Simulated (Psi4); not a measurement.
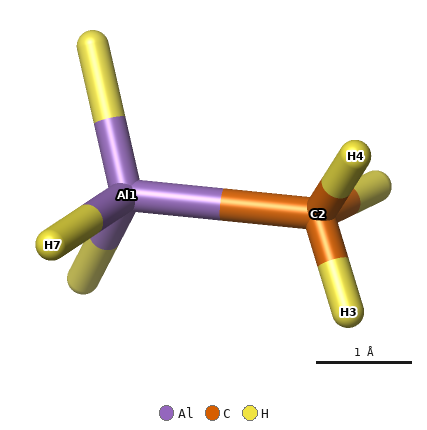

*The input geometry (stick view, seen at a tilt; atoms are numbered from 1 in the order of the input). Sticks mark near contacts.*

Bond lengths as drawn: Al–C 2.05 Å, Al–H 1.62 to 1.63 Å and C–H 1.10 Å.

## Field calculation of CH6Al (charge −1) (part 1 of 2)

CH6Al, charge −1, computed with SCS(N)-MP2/cc-pwCVTZ, UHF, in an applied electric field (Psi4 1.11).

The geometry comes from this level: GFN2-xTB.

## The input (calc.inp)
```
memory 1600 mb

molecule geom {
  -1 1
  Al    -0.002930     0.003230    -0.986600
  C      0.001260    -0.004150     1.062630
  H     -1.002810     0.060270     1.507470
  H      0.563690     0.833970     1.501810
  H      0.450090    -0.909220     1.499150
  H      1.528860    -0.014950    -1.530090
  H     -0.750450     1.341990    -1.520820
  H     -0.787700    -1.311140    -1.533550
  symmetry c1
  no_reorient
  no_com
}

set basis cc-pwCVTZ
set reference uhf
set freeze_core true
set perturb_h true
set perturb_with dipole
set perturb_dipole [0.02, 0.0, 0.0]

energy_value, wavefunction = energy('scs(n)-mp2', return_wfn=True)
print_variables()
```

Run on 1 thread of Intel Xeon (Sapphire Rapids), 16 GiB of memory available, shared host.

Command:
```bash
psi4 -n 1 calc.inp calc.out
```

## The program's output
```
Psi4 1.11 release

   => Loading Basis Set <=

    Name: CC-PWCVTZ
    Role: ORBITAL
    Keyword: BASIS

         ---------------------------------------------------------
                                   SCF
                              UHF Reference
                        1 Threads,   1525 MiB Core
         ---------------------------------------------------------

  ==> Geometry <==

    Molecular point group: c1
    Full point group: C1

    Geometry (in Angstrom), charge = -1, multiplicity = 1:

       Center              X                  Y                   Z               Mass
    ------------   -----------------  -----------------  -----------------  -----------------
         AL          -0.002930000000     0.003230000000    -0.986600000000    26.981538530000
         C            0.001260000000    -0.004150000000     1.062630000000    12.000000000000
         H           -1.002810000000     0.060270000000     1.507470000000     1.007825032230
         H            0.563690000000     0.833970000000     1.501810000000     1.007825032230
         H            0.450090000000    -0.909220000000     1.499150000000     1.007825032230
         H            1.528860000000    -0.014950000000    -1.530090000000     1.007825032230
         H           -0.750450000000     1.341990000000    -1.520820000000     1.007825032230
         H           -0.787700000000    -1.311140000000    -1.533550000000     1.007825032230

  Running in c1 symmetry.

  Rotational constants: A =      1.65726  B =      0.28676  C =      0.28673 [cm^-1]
  Rotational constants: A =  49683.51363  B =   8596.93953  C =   8595.94600 [MHz]
  Nuclear repulsion =   55.211124145722970

  Charge       = -1
  Multiplicity = 1
  Electrons    = 26
  Nalpha       = 13
  Nbeta        = 13

  ==> Algorithm <==

  SCF Algorithm Type is PK.
  DIIS enabled.
  MOM disabled.
  Fractional occupation disabled.
  Guess Type is SAD.
  Energy threshold   = 1.00e-08
  Density threshold  = 1.00e-08
  Integral threshold = 1.00e-12

  ==> Primary Basis <==

  Basis Set: CC-PWCVTZ
    Blend: CC-PWCVTZ
    Number of shells: 70
    Number of basis functions: 186
    Number of Cartesian functions: 208
    Spherical Harmonics?: true
    Max angular momentum: 3

  ==> Integral Setup <==

  Using integral reordering PK algorithm.
  Sizing the integral batches needed.
  Building batch lookup table.
   Calculation information:
      Number of atoms:                   8
      Number of AO shells:              70
      Number of primitives:            146
      Number of atomic orbitals:       208
      Number of basis functions:       186

      Integral cutoff                 1.00e-12
      Number of threads:                 1

	Batch   1 pq = [       0,   16431] index = [             0,134997096] size =    134997096
	Batch   2 pq = [   16431,   17391] index = [     134997096,151232136] size =     16235040
  Task number: 5
  Buffer size: 33750000
  Buffer per thread: 2
  We computed 3150625 shell quartets total.
  Whereas there are 3088855 unique shell quartets.
     2.00 percent of shell quartets recomputed by reordering.

  ==> DiskJK: Disk-Based J/K Matrices <==

    J tasked:                  Yes
    K tasked:                  Yes
    wK tasked:                  No
    Memory [MiB]:             1144
    Schwarz Cutoff:          1E-12

  Perturbing V by 0.020000 mu(x).
  Minimum eigenvalue in the overlap matrix is 8.7145450229E-04.
  Reciprocal condition number of the overlap matrix is 1.2468252633E-04.
    Using symmetric orthogonalization.

  ==> Pre-Iterations <==

  SCF Guess: Superposition of Atomic Densities via on-the-fly atomic UHF (no occupation information).

   -------------------------
    Irrep   Nso     Nmo
   -------------------------
     A        186     186
   -------------------------
    Total     186     186
   -------------------------

  ==> Iterations <==

                        Total Energy        Delta E     RMS |[F,P]|

   @UHF iter SAD:  -282.35520460177412   -2.82355e+02   0.00000e+00
   @UHF iter   1:  -283.19512302465921   -8.39918e-01   2.40372e-03 ADIIS/DIIS
   @UHF iter   2:  -283.29142129445324   -9.62983e-02   1.15082e-03 ADIIS/DIIS
   @UHF iter   3:  -283.31492620107753   -2.35049e-02   1.57652e-04 ADIIS/DIIS
   @UHF iter   4:  -283.31608664325336   -1.16044e-03   4.43483e-05 DIIS
   @UHF iter   5:  -283.31616552817343   -7.88849e-05   1.01657e-05 DIIS
   @UHF iter   6:  -283.31617117010188   -5.64193e-06   2.39604e-06 DIIS
   @UHF iter   7:  -283.31617158529394   -4.15192e-07   6.35273e-07 DIIS
   @UHF iter   8:  -283.31617161365853   -2.83646e-08   1.45302e-07 DIIS
   @UHF iter   9:  -283.31617161505528   -1.39676e-09   3.24503e-08 DIIS
   @UHF iter  10:  -283.31617161512241   -6.71321e-11   6.54059e-09 DIIS
  Energy and wave function converged.

  ==> Post-Iterations <==

   @Spin Contamination Metric:  -1.314504061E-13
   @S^2 Expected:                0.000000000E+00
   @S^2 Observed:               -1.314504061E-13
   @S   Expected:                0.000000000E+00
   @S   Observed:                0.000000000E+00

    Orbital Energies [Eh]
    ---------------------

    Alpha Occupied:

       1A    -58.212699     2A    -11.004237     3A     -4.626563
       4A     -2.941859     5A     -2.941210     6A     -2.940972
       7A     -0.724899     8A     -0.354887     9A     -0.349501
      10A     -0.342740    11A     -0.215299    12A     -0.190989
      13A     -0.182211

    Alpha Virtual:

      14A      0.264637    15A      0.280375    16A      0.304296
      17A      0.339233    18A      0.365659    19A      0.388582
      20A      0.411849    21A      0.458867    22A      0.468542
      23A      0.474234    24A      0.486907    25A      0.498041
      26A      0.512617    27A      0.545969    28A      0.571077
      29A      0.615462    30A      0.641119    31A      0.652823
      32A      0.759046    33A      0.801166    34A      0.805079
      35A      0.829324    36A      0.839840    37A      0.863630
      38A      0.866294    39A      0.953033    40A      0.957256
      41A      1.003457    42A      1.013046    43A      1.085793
      44A      1.086872    45A      1.153291    46A      1.154099
      47A      1.157956    48A      1.175429    49A      1.181478
      50A      1.190414    51A      1.237768    52A      1.254056
      53A      1.332682    54A      1.342557    55A      1.426198
      56A      1.428226    57A      1.483894    58A      1.513774
      59A      1.523928    60A      1.527365    61A      1.538183
      62A      1.541482    63A      1.573071    64A      1.609285
      65A      1.646121    66A      1.651921    67A      1.655208
      68A      1.756197    69A      1.757659    70A      1.786426
      71A      1.813922    72A      1.815506    73A      1.864624
      74A      1.930971    75A      1.952913    76A      2.345835
      77A      2.346883    78A      2.504179    79A      2.749767
      80A      2.754689    81A      2.800392    82A      3.013132
      83A      3.091372    84A      3.097000    85A      3.164920
      86A      3.185879    87A      3.201873    88A      3.314112
      89A      3.316150    90A      3.318670    91A      3.355255
      92A      3.448465    93A      3.450823    94A      3.511683
      95A      3.511921    96A      3.569467    97A      3.585130
      98A      3.585490    99A      3.687575   100A      3.707825
     101A      3.713982   102A      3.772402   103A      3.784261
     104A      3.811350   105A      3.813781   106A      3.839641
     107A      3.849389   108A      3.859553   109A      3.948991
     110A      3.966814   111A      3.970571   112A      3.978970
     113A      4.008334   114A      4.009001   115A      4.023594
     116A      4.050674   117A      4.067154   118A      4.098241
     119A      4.131896   120A      4.133607   121A      4.281067
     122A      4.289933   123A      4.356562   124A      4.365323
     125A      4.373170   126A      4.414013   127A      4.428536
     128A      4.477655   129A      4.484314   130A      4.543265
     131A      4.550176   132A      4.646305   133A      4.654977
     134A      4.661520   135A      4.723802   136A      4.752335
     137A      4.778834   138A      4.780954   139A      4.839170
     140A      4.869042   141A      4.892186   142A      5.127261
     143A      5.129220   144A      5.283030   145A      5.436363
     146A      5.470154   147A      5.481489   148A      5.484539
     149A      5.519696   150A      5.602657   151A      5.608103
     152A      5.617189   153A      5.678596   154A      5.820345
     155A      5.826866   156A      5.838897   157A      5.841164
     158A      6.215422   159A      6.395825   160A      6.402886
     161A      6.524370   162A      8.669065   163A      8.673970
     164A      8.692409   165A     11.422782   166A     11.697338
     167A     11.701072   168A     13.521563   169A     13.635148
     170A     13.635437   171A     13.899078   172A     13.900068
     173A     13.970719   174A     15.319222   175A     15.319926
     176A     15.447479   177A     15.934630   178A     15.936869
     179A     32.042535   180A     32.044088   181A     32.105882
     182A     34.065052   183A     51.184969   184A     51.350448
     185A     51.352863   186A     63.258915

    Beta Occupied:

       1A    -58.212699     2A    -11.004237     3A     -4.626563
       4A     -2.941859     5A     -2.941210     6A     -2.940972
       7A     -0.724899     8A     -0.354887     9A     -0.349501
      10A     -0.342740    11A     -0.215299    12A     -0.190989
      13A     -0.182211

    Beta Virtual:

      14A      0.264637    15A      0.280375    16A      0.304296
      17A      0.339233    18A      0.365659    19A      0.388582
      20A      0.411849    21A      0.458867    22A      0.468542
      23A      0.474234    24A      0.486907    25A      0.498041
      26A      0.512617    27A      0.545969    28A      0.571077
      29A      0.615462    30A      0.641119    31A      0.652823
      32A      0.759046    33A      0.801166    34A      0.805079
      35A      0.829324    36A      0.839840    37A      0.863630
      38A      0.866294    39A      0.953033    40A      0.957256
      41A      1.003457    42A      1.013046    43A      1.085793
      44A      1.086872    45A      1.153291    46A      1.154099
      47A      1.157956    48A      1.175429    49A      1.181478
      50A      1.190414    51A      1.237768    52A      1.254056
      53A      1.332682    54A      1.342557    55A      1.426198
      56A      1.428226    57A      1.483894    58A      1.513774
      59A      1.523928    60A      1.527365    61A      1.538183
      62A      1.541482    63A      1.573071    64A      1.609285
      65A      1.646121    66A      1.651921    67A      1.655208
      68A      1.756197    69A      1.757659    70A      1.786426
      71A      1.813922    72A      1.815506    73A      1.864624
      74A      1.930971    75A      1.952913    76A      2.345835
      77A      2.346883    78A      2.504179    79A      2.749767
      80A      2.754689    81A      2.800392    82A      3.013132
      83A      3.091372    84A      3.097000    85A      3.164920
      86A      3.185879    87A      3.201873    88A      3.314112
      89A      3.316150    90A      3.318670    91A      3.355255
      92A      3.448465    93A      3.450823    94A      3.511683
      95A      3.511921    96A      3.569467    97A      3.585130
      98A      3.585490    99A      3.687575   100A      3.707825
     101A      3.713982   102A      3.772402   103A      3.784261
     104A      3.811350   105A      3.813781   106A      3.839641
     107A      3.849389   108A      3.859553   109A      3.948991
     110A      3.966814   111A      3.970571   112A      3.978970
     113A      4.008334   114A      4.009001   115A      4.023594
     116A      4.050674   117A      4.067154   118A      4.098241
     119A      4.131896   120A      4.133607   121A      4.281067
     122A      4.289933   123A      4.356562   124A      4.365323
     125A      4.373170   126A      4.414013   127A      4.428536
     128A      4.477655   129A      4.484314   130A      4.543265
     131A      4.550176   132A      4.646305   133A      4.654977
     134A      4.661520   135A      4.723802   136A      4.752335
     137A      4.778834   138A      4.780954   139A      4.839170
     140A      4.869042   141A      4.892186   142A      5.127261
     143A      5.129220   144A      5.283030   145A      5.436363
     146A      5.470154   147A      5.481489   148A      5.484539
     149A      5.519696   150A      5.602657   151A      5.608103
     152A      5.617189   153A      5.678596   154A      5.820345
     155A      5.826866   156A      5.838897   157A      5.841164
     158A      6.215422   159A      6.395825   160A      6.402886
     161A      6.524370   162A      8.669065   163A      8.673970
     164A      8.692409   165A     11.422782   166A     11.697338
     167A     11.701072   168A     13.521563   169A     13.635148
     170A     13.635437   171A     13.899078   172A     13.900068
     173A     13.970719   174A     15.319222   175A     15.319926
     176A     15.447479   177A     15.934630   178A     15.936869
     179A     32.042535   180A     32.044088   181A     32.105882
     182A     34.065052   183A     51.184969   184A     51.350448
     185A     51.352863   186A     63.258915

    Final Occupation by Irrep:
              A
    DOCC [    13 ]
    SOCC [     0 ]
    NA   [    13 ]
    NB   [    13 ]

  @UHF Final Energy:  -283.31617161512241

   => Energetics <=
```
